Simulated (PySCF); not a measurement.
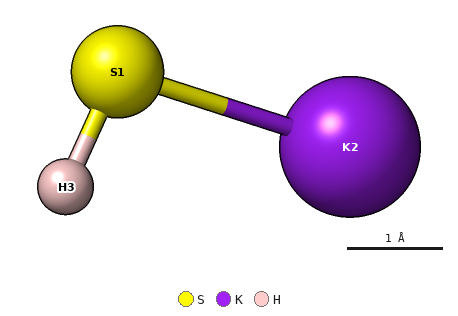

**Figure 1.** The structure (ball-and-stick view, seen at a tilt; atoms are numbered from 1 in the order of the input). Sticks mark near contacts. Bond lengths as drawn: H–S 1.35 Å and K–S 2.81 Å.

## Two runs on KHS

System: KHS (Metal Hydrosulfide).
Method of the first run: GIAO PBE0/pcSseg-1 NMR shielding, non-relativistic, IEF-PCM acetonitrile (PySCF 2.14.0).

The geometry comes from this level: PBE0-D3(BJ)/def2-SVP. Text and figures count atoms from 1; the logs count them from 0 in places.

### Input file, the first run
```
{"job": {"kind": "nmr", "xc": "PBE0", "basis": "pcSseg-1", "solvent": "acetonitrile", "pop": true}, "charge": 0, "multiplicity": 1}
S     -0.452270     0.824310    -0.163033
K      1.853504    -0.716170     0.286553
H     -1.395209    -0.143948    -0.142764
```

The first line tells a small driver script what to run in PySCF; the rest is the geometry in Å.

Launched with:
```bash
OMP_NUM_THREADS=1 python <driver script> task.json out
```

Hardware: 1 CPU thread, shared host.

### Output (the first run)
```
coarse grid: 4656 points
cycle   1  E = -998.3425613516  dE = -1.614e-01  |g| = 3.647e-01  |ddm| = 1.479e+00
cycle   2  E = -998.3467544611  dE = -4.193e-03  |g| = 3.922e-01  |ddm| = 1.106e+00
cycle   3  E = -998.3892451011  dE = -4.249e-02  |g| = 1.911e-02  |ddm| = 5.337e-01
cycle   4  E = -998.3893226154  dE = -7.751e-05  |g| = 2.647e-03  |ddm| = 2.389e-02
cycle   5  E = -998.3893244858  dE = -1.870e-06  |g| = 1.212e-03  |ddm| = 4.589e-03
final grid: 29800 points
cycle   6  E = -998.3885033522  dE = -6.946e-06  |g| = 3.253e-03  |ddm| = 1.098e-02
cycle   7  E = -998.3885038230  dE = -4.708e-07  |g| = 2.623e-03  |ddm| = 6.221e-03
cycle   8  E = -998.3885052877  dE = -1.465e-06  |g| = 2.623e-04  |ddm| = 3.213e-03
cycle   9  E = -998.3885052995  dE = -1.174e-08  |g| = 2.027e-05  |ddm| = 2.814e-04
cycle  10  E = -998.3885052996  dE = -1.135e-10  |g| = 6.734e-06  |ddm| = 3.486e-05
converged SCF energy = -998.3885052996

GIAO shielding tensors (ppm)
atom      isotropic    diamagn.    paramagn.     s11        s22        s33       span
  0 S      829.838    1058.390    -228.552    776.255    802.459    910.799    134.544
  1 K     1222.122    1326.482    -104.360   1169.796   1172.105   1324.465    154.669
  2 H       32.983      30.620       2.364     26.832     28.256     43.862     17.030
```

For the second run the input was changed thus:
```diff
-"solvent": "acetonitrile"
-"pop": true
+"solvent": "chloroform"
+"pop": false
```

What does this change do to the results?

The total energy of the second run is 4.9 kcal/mol higher: the change of the electrostatic solvation energy at this fixed geometry, without cavity or dispersion terms. The HOMO goes from −5.87 to −5.52 eV. The LUMO goes from −0.68 to −0.82 eV. The dipole moment goes from 11.62 to 11.24 D. Of all shieldings, the largest change is that of S1, by −7.6 ppm. The number of SCF iterations is the same.

### Output (the second run)
```
coarse grid: 4656 points
cycle   1  E = -998.3326891082  dE = -1.516e-01  |g| = 3.687e-01  |ddm| = 1.479e+00
cycle   2  E = -998.3326784114  dE =  1.070e-05  |g| = 4.130e-01  |ddm| = 1.180e+00
cycle   3  E = -998.3813775168  dE = -4.870e-02  |g| = 1.897e-02  |ddm| = 5.901e-01
cycle   4  E = -998.3814485868  dE = -7.107e-05  |g| = 3.410e-03  |ddm| = 2.283e-02
cycle   5  E = -998.3814512973  dE = -2.710e-06  |g| = 1.413e-03  |ddm| = 4.880e-03
final grid: 29800 points
cycle   6  E = -998.3806318868  dE = -7.005e-06  |g| = 3.287e-03  |ddm| = 1.099e-02
cycle   7  E = -998.3806323085  dE = -4.217e-07  |g| = 2.672e-03  |ddm| = 6.275e-03
cycle   8  E = -998.3806338535  dE = -1.545e-06  |g| = 2.866e-04  |ddm| = 3.323e-03
cycle   9  E = -998.3806338687  dE = -1.521e-08  |g| = 2.396e-05  |ddm| = 3.284e-04
cycle  10  E = -998.3806338688  dE = -1.460e-10  |g| = 8.084e-06  |ddm| = 3.791e-05
converged SCF energy = -998.3806338688

GIAO shielding tensors (ppm)
atom      isotropic    diamagn.    paramagn.     s11        s22        s33       span
  0 S      822.257    1058.029    -235.772    770.546    794.148    902.078    131.532
  1 K     1219.995    1326.709    -106.714   1166.997   1169.292   1323.696    156.699
  2 H       33.110      30.497       2.613     27.040     28.542     43.749     16.709
```

### The two runs side by side

```csv
quantity,the first run,the second run
outcome,converged,converged
total energy (hartree),−998.388505,−998.380634
HOMO (eV),−5.87,−5.52
LUMO (eV),−0.68,−0.82
dipole moment (D),11.62,11.24
shielding of S1 (ppm),829.8,822.3
shielding of K2 (ppm),1222.1,1220.0
shielding of H3 (ppm),33.0,33.1
SCF iterations,10,10
basis functions,67,67
wall time (shared host),3.8 s,1.8 s
```
